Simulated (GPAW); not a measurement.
Consider TiO2 (Anatase, I4_1/amd).

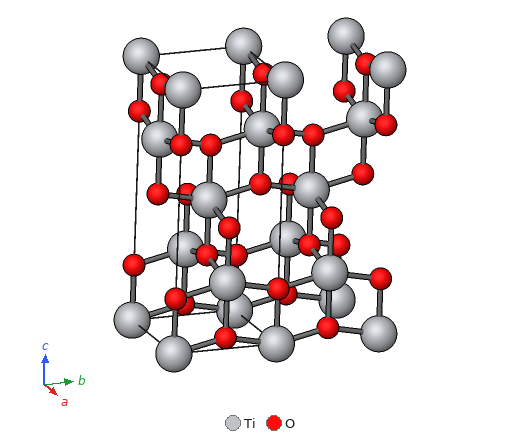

The structure (titanium light grey, oxygen red). 1×2×1 conventional cells are drawn. Some periodic images of atoms are drawn too.

```xyz
6
Lattice="-1.8921 1.8921 4.7573 1.8921 -1.8921 4.7573 1.8921 1.8921 -4.7573" Properties=species:S:1:pos:R:3 pbc="T T T"
Ti    0.0000    1.8921    2.3786
Ti    0.0000    0.0000    0.0000
O     0.0000    0.0000    7.5346
O     0.0000    1.8921    0.3987
O     0.0000    1.8921    4.3586
O     0.0000    0.0000    1.9800
```

Absorber: atom 3, with 2 Ti at 1.93 Å and 1 Ti at 1.98 Å (distorted T-shaped, site symmetry 2mm). Method: GPAW, PBE, full core hole (charged cell), 12-atom cell with 5.4 Å between holes, 5×4×5 k points, dipole transitions, Gaussian full width 0.9 eV up to 4 eV, rising linearly to 3.5 eV at 25 eV.

Predict the near-edge structure at the O K edge.

Main maxima up to 24 eV above the zero (height): 1.3 eV (2.00), 3.7 eV (2.16), 9.7 eV (1.06), 15.0 eV (1.87) and 21.9 eV (0.96). A K edge sees empty p states; the first features are O p mixed into the empty d states of the Ti neighbours, and the broad ones above probably into the cations' higher empty bands. Ti is d⁰ and octahedral here, so the pair, 2.4 eV apart, is its t₂g and e_g bands. The total-energy difference plus the lowest empty eigenvalue puts the zero at 537.78 eV. One term is added: -8.91 eV, since the hole is spin-paired here and a spin-polarised one costs that much less in the free atom (computed apart). The photon energy is then 528.87 eV. The functional and the charged cell's background leave an error of a few eV in such absolute values.

The O K spectrum (energy from the lowest empty level; intensity scaled to a mean of 1 over the first 20 eV; polarised curves are means over the symmetry-equivalent atoms):

| E (eV) | isotropic | ε ⊥ c | ε ∥ c |
| --- | --- | --- | --- |
| -2.0 | 0.00 | 0.00 | 0.00 |
| -0.5 | 0.00 | 0.00 | 0.00 |
| 1.0 | 1.75 | 2.02 | 1.23 |
| 2.5 | 0.53 | 0.63 | 0.33 |
| 4.0 | 2.08 | 1.64 | 2.97 |
| 5.5 | 0.28 | 0.30 | 0.26 |
| 7.0 | 0.20 | 0.18 | 0.24 |
| 8.5 | 0.74 | 0.73 | 0.75 |
| 10.0 | 1.05 | 0.95 | 1.24 |
| 11.5 | 0.79 | 0.82 | 0.72 |
| 13.0 | 1.09 | 1.28 | 0.73 |
| 14.5 | 1.79 | 2.01 | 1.34 |
| 16.0 | 1.56 | 1.46 | 1.76 |
| 17.5 | 0.73 | 0.63 | 0.95 |
| 19.0 | 0.58 | 0.56 | 0.62 |
| 20.5 | 0.82 | 0.80 | 0.86 |
| 22.0 | 0.96 | 0.94 | 1.00 |
| 23.5 | 0.85 | 0.88 | 0.79 |
| 25.0 | 0.70 | 0.73 | 0.64 |
| 26.5 | 0.58 | 0.57 | 0.61 |
| 28.0 | 0.60 | 0.57 | 0.65 |
| 29.5 | 0.71 | 0.65 | 0.82 |
| 31.0 | 0.84 | 0.73 | 1.06 |

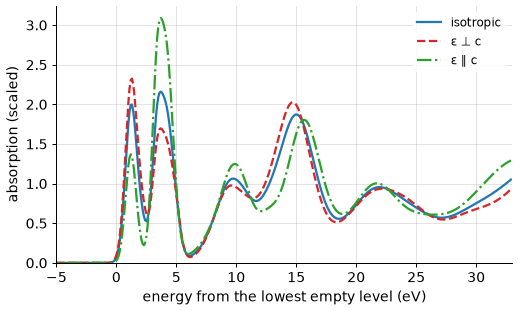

The O K edge.

The holes are only 5.4 Å apart, so the shape is probably not converged with cell size; no larger cell was run here. The mesh is coarse (0.29 Å⁻¹ between points), so small maxima may be mesh ripples. Lifetime broadening is put in by hand, and intensities beyond about 20 eV depend on it and on the partial waves. The structure is a published determination, not relaxed.

[Banner, clock and machine lines of the logs are left out without a mark of their own.]

[Logs are printed without paths, hosts, clocks, repeated set-up lines and the standing remarks that a program may print on its own settings, such as how far it seeks lower states.]

[Hosts, paths, dates, database ids (printed as entryN), source tags and the programs' standing remarks are cut or masked in the printed files.]

[Lists of maxima count a maximum above −3 eV only where it reaches 4 % of the highest in the window and stands out from its surroundings by 2 % of it (1.5 % where it reaches 55 %); shoulders and weaker maxima are passed over, and of the rest the first, up to two pre-edge ones and the few strongest are named.]
